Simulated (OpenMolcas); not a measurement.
**doublet CH6GeSi+: levels of theory compared**

We compute a comparison of 6 runs (UHF/cc-pVDZ, U-r2SCAN/cc-pVDZ, UM06-2X/cc-pVDZ, UM06-L/cc-pVDZ, ROMP2/cc-pVDZ, ROCCSD(T)/cc-pVDZ) of doublet CH6GeSi+. 

Program for the calculation: OpenMolcas 26.06.

### 1 The molecule

CH6GeSi+ has 9 atoms, charge +1, and is taken as a doublet. As SMILES of the parent species, `[CH2]1[SiH2][GeH2]1`. Geometry: relaxed at PBE0-D4/def2-TZVP. That shape belongs to the parent species and isn't relaxed for this state.

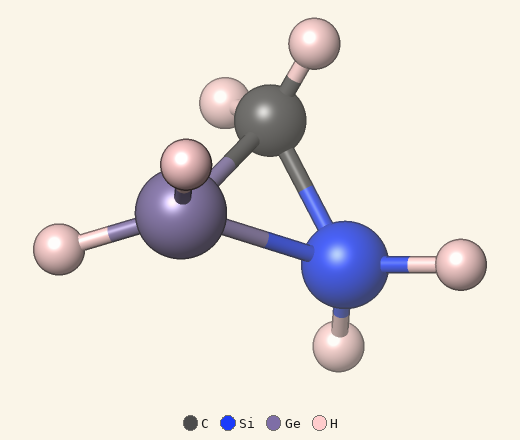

Viewed from a chosen angle; carbon dark grey, silicon blue, germanium purple, hydrogen pink.

### 2 The energy at UHF/cc-pVDZ (run 1)

mol.xyz reads:

```xyz
9

C     -0.726700     0.082100    -0.693700
Si     0.887500     0.879500    -0.151400
Ge    -0.040700    -0.948100     0.885700
H     -1.647500     0.636600    -0.532900
H     -0.737600    -0.453300    -1.639500
H      0.802100     2.227300     0.458900
H      2.050400     0.731400    -1.058000
H      0.399400    -2.377500     0.568600
H     -0.898400    -0.824300     2.145300
```

calc.input reads:

```
&GATEWAY
 BasLib = $CurrDir
 Coord = mol.xyz
 Basis = cc-pVDZ
 Group = NoSym

&SEWARD

&SCF
 UHF
 Charge = 1
 Spin = 2
 Thresholds = 1e-10 1e-07 1e-07 1e-05
 PrOrbitals = 1 2
```

The basis set cc-pVDZ is read from a file made from the Basis Set Exchange's data (not shown).

Run with:

```sh
$ export MOLCAS_MEM=1860
$ pymolcas calc.input > calc.log
```

Output:

```text
--- Start Module: gateway ---
[...]
--- Stop Module: gateway /rc=_RC_ALL_IS_WELL_ ---
--- Start Module: seward ---
[...]
      Basis functions           89
--- Stop Module: seward /rc=_RC_ALL_IS_WELL_ ---
[...]
--- Start Module: scf ---
[...]
       Convergence after  23 Iterations
[...]
::    Total SCF energy                              -2405.2863691619
[...]
      Total spin, S                                     0.5049729811
[...]
      Total electronic charge=   57.000000
      Total            charge=    1.000000
[...]
      Dipole Moment (debye):
      Origin of the operator (angstrom)=    0.1090   -0.3715    0.4407
                   X=  7.8848E-01               Y=  1.4300E+00               Z= -7.5964E-01           Total=  1.8010E+00
      Center of Charge (angstrom)
[...]
--- Stop Module: scf /rc=_RC_ALL_IS_WELL_ ---
[...]
```

It took 17 s on 1 thread of AMD EPYC 7R43 (Zen 3), shared host; peak memory 0.49 GiB.

### 3 A single-point energy at U-r2SCAN/cc-pVDZ (run 2)

run.input reads:

```
* CH6GeSi Kohn-Sham DFT

&GATEWAY
 BasLib=$CurrDir
 Coord
 9
 angstrom
 C       -0.726700       0.082100      -0.693700
 Si       0.887500       0.879500      -0.151400
 Ge      -0.040700      -0.948100       0.885700
 H       -1.647500       0.636600      -0.532900
 H       -0.737600      -0.453300      -1.639500
 H        0.802100       2.227300       0.458900
 H        2.050400       0.731400      -1.058000
 H        0.399400      -2.377500       0.568600
 H       -0.898400      -0.824300       2.145300
 Basis=cc-pVDZ
 Group=NoSym

&SEWARD
 GridInput
 Grid=UltraFine
 End of Grid

&SCF
 UHF
 Charge=1
 Spin=2
 KSDFT=2
 1.0 MGGA_X_R2SCAN
 1.0 MGGA_C_R2SCAN
 Thresholds=1e-10 1e-07 1e-07 1e-05
 PrOrbitals=1 1
```

The basis set cc-pVDZ is read from a file made from the Basis Set Exchange's data (not shown).

Run with:

```sh
$ export MOLCAS_MEM=1860
$ pymolcas run.input > run.log
```

Output:

```text
--- Start Module: gateway ---
[...]
--- Stop Module: gateway /rc=_RC_ALL_IS_WELL_ ---
--- Start Module: seward ---
[...]
      Basis functions           89
--- Stop Module: seward /rc=_RC_ALL_IS_WELL_ ---
[...]
--- Start Module: scf ---
[...]
       Convergence after  20 Iterations
[...]
::    Total KS-DFT energy                           -2407.7463712054
[...]
      Total spin, S                                     0.5021946174
[...]
      Total electronic charge=   57.000000
      Total            charge=    1.000000
[...]
      Dipole Moment (debye):
      Origin of the operator (angstrom)=    0.1090   -0.3715    0.4407
                   X=  5.1415E-01               Y=  1.3828E+00               Z= -9.3902E-01           Total=  1.7488E+00
      Center of Charge (angstrom)
[...]
--- Stop Module: scf /rc=_RC_ALL_IS_WELL_ ---
[...]
```

It took 1.9 min on 1 thread of AMD EPYC 7R43 (Zen 3), shared host; peak memory 0.49 GiB.

### 4 A single-point energy at UM06-2X/cc-pVDZ (run 3)

struct.xyz reads:

```xyz
9

C     -0.726700     0.082100    -0.693700
Si     0.887500     0.879500    -0.151400
Ge    -0.040700    -0.948100     0.885700
H     -1.647500     0.636600    -0.532900
H     -0.737600    -0.453300    -1.639500
H      0.802100     2.227300     0.458900
H      2.050400     0.731400    -1.058000
H      0.399400    -2.377500     0.568600
H     -0.898400    -0.824300     2.145300
```

run.input reads:

```
&GATEWAY
BasLib = $CurrDir
Coord = struct.xyz
Basis = cc-pVDZ
Group = NoSym
&SEWARD
GridInput
Grid=UltraFine
End of Grid
&SCF
UHF
Charge = 1
Spin = 2
KSDFT = M062X
Thresholds = 1e-10 1e-07 1e-07 1e-05
PrOrbitals = 1 2
```

The basis set cc-pVDZ is read from a file made from the Basis Set Exchange's data (not shown).

Run with:

```sh
$ export MOLCAS_MEM=1860
$ pymolcas run.input > run.log
```

Output:

```text
--- Start Module: gateway ---
[...]
--- Stop Module: gateway /rc=_RC_ALL_IS_WELL_ ---
--- Start Module: seward ---
[...]
      Basis functions           89
--- Stop Module: seward /rc=_RC_ALL_IS_WELL_ ---
[...]
--- Start Module: scf ---
[...]
       Convergence after  22 Iterations
[...]
::    Total KS-DFT energy                           -2407.7645224935
[...]
      Total spin, S                                     0.5015765484
[...]
      Total electronic charge=   57.000000
      Total            charge=    1.000000
[...]
      Dipole Moment (debye):
      Origin of the operator (angstrom)=    0.1090   -0.3715    0.4407
                   X=  6.8788E-01               Y=  1.4630E+00               Z= -8.7515E-01           Total=  1.8384E+00
      Center of Charge (angstrom)
[...]
--- Stop Module: scf /rc=_RC_ALL_IS_WELL_ ---
[...]
```

Run time: 2.2 min. Hardware: 1 thread of AMD EPYC 7R43 (Zen 3), shared host; peak memory 0.49 GiB.

Runs 4 to 5 aren't shown in full; the table further down has their settings and results.

### 5 The energy at ROCCSD(T)/cc-pVDZ (run 6)

run.inp reads:

```
&GATEWAY
 BasLib=$CurrDir
 Coord
 9
 angstrom
 C       -0.726700       0.082100      -0.693700
 Si       0.887500       0.879500      -0.151400
 Ge      -0.040700      -0.948100       0.885700
 H       -1.647500       0.636600      -0.532900
 H       -0.737600      -0.453300      -1.639500
 H        0.802100       2.227300       0.458900
 H        2.050400       0.731400      -1.058000
 H        0.399400      -2.377500       0.568600
 H       -0.898400      -0.824300       2.145300
 Basis=cc-pVDZ
 Group=NoSym

&SEWARD

&SCF
 UHF
 Charge=1
 Spin=2
 Thresholds=1e-10 1e-07 1e-07 1e-05
 PrOrbitals=0

&RASSCF
 FileOrb=$Project.UnaOrb
 Spin=2
 Nactel=1 0 0
 Inactive=28
 Ras2=1
 OutOrbitals=Canonical
 OrbListing=Few

&MOTRA
 JobIph
 Frozen=15

&CCSDT
 CCT
 Triples=3
 Iterations=80
 Accuracy=1e-08
 Extrapolation=5 4
```

The basis set cc-pVDZ is read from a file made from the Basis Set Exchange's data (not shown).

Run with:

```sh
$ export MOLCAS_MEM=1860
$ pymolcas run.inp > run.log
```

Output:

```text
--- Start Module: gateway ---
[...]
--- Stop Module: gateway /rc=_RC_ALL_IS_WELL_ ---
[...]
      Basis functions           89
[...]
       Convergence after  23 Iterations
[...]
::    Total SCF energy                              -2405.2863691619
[...]
      Total spin, S                                     0.5049729811
[...]
      Number of active orbitals                  1
[...]
      Spin quantum number                      0.5
[...]
      Active orbitals                            1
[...]
      Number of CSFs                             1
[...]
      Number of root(s) required                 1
[...]
      Convergence after 12 iterations
[...]
      printout of CI-coefficients larger than  0.05 for root  1
      energy=   -2405.283668
      conf/sym  1     Coeff  Weight
             1  u   1.00000 1.00000
      Natural orbitals and occupation numbers for root  1
      sym 1:   1.000000
      ************************************************************************************************************************
      *                                                    Final results                                                     *
[...]
::    RASSCF root number  1 Total energy:  -2405.28366803
[...]
      Total electronic charge=   57.000000
      Total            charge=    1.000000
[...]
      Dipole Moment (debye):
      Origin of the operator (angstrom)=    0.1090   -0.3715    0.4407
                   X=  8.6515E-01               Y=  1.4613E+00               Z= -7.2741E-01           Total=  1.8474E+00
      Center of Charge (angstrom)
[...]
--- Start Module: motra ---
[...]
--- Start Module: ccsdt ---
[...]
      Convergence after                    16  Iterations
      Total energy (diff) :   -2405.66992779       0.00000000
[...]
 METHOD                       : CCSD+T(CCSD)+<T3(1)WT1>+<T3(1)UT2> = CCSD(T)
[...]
       CCSD     =     -2405.6699277894541
[...]
```

Wall time 77 s (1 thread of AMD EPYC 7R43 (Zen 3), shared host); peak memory 0.49 GiB.

### 6 The series

```
run              level  integration grid  frozen core orbitals   energy (Eh)  HOMO energy (eV)  LUMO energy (eV)   ⟨S²⟩  wall time
  1        UHF/cc-pVDZ                 –                     –  -2405.286369            -16.01             -6.82  0.760       17 s
  2   U-r2SCAN/cc-pVDZ         UltraFine                     –  -2407.746371            -12.69            -11.23  0.754    1.9 min
  3    UM06-2X/cc-pVDZ         UltraFine                     –  -2407.764522            -14.42             -9.70  0.753    2.2 min
  4     UM06-L/cc-pVDZ         UltraFine                     –  -2407.752141            -12.55            -11.38  0.752      2 min
  5      ROMP2/cc-pVDZ                 –                    15  -2405.625888                 –                 –      –       28 s
  6  ROCCSD(T)/cc-pVDZ                 –                    15  -2405.682715                 –                 –      –       77 s
```

### 7 Outcome

| quantity | value |
| --- | --- |
| run 6: total energy | -2405.68272 Eh |
| run 6: (T) correction | -12.79 mEh |

**Reading.** Totals of different functionals can't be ranked against each other. All runs together took 8.2 min, the longest 2.2 min.
